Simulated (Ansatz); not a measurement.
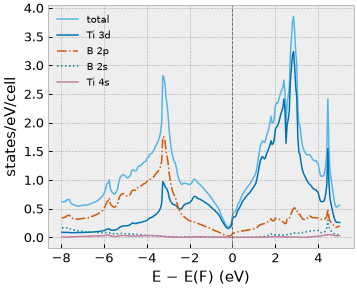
Total and projected density of states of TiB2 in space group P6/mmm (No. 191; Ti on 1a, B on 2d), plane-wave PAW PBE (Ansatz code)

Task: Which orbitals carry the states next to the Fermi level?

Result: Within 0.5 eV of the Fermi level: Ti 3d 83 %, B 2p 16 %. Projections are on Löwdin-orthogonalised atomic valence shells; empty p or d shells of many metals are not among them.

Task: Where is the tallest occupied peak in this window, and what makes it?

Result: Near -3.2 eV, about 2.8 states/eV per cell; the largest projected share is B 2p.

The PBE relaxation kept the symmetry of its start; phonons on a q-mesh show no instability. The run is not spin-polarised.

Potentials: the later of the program's two PAW sets.
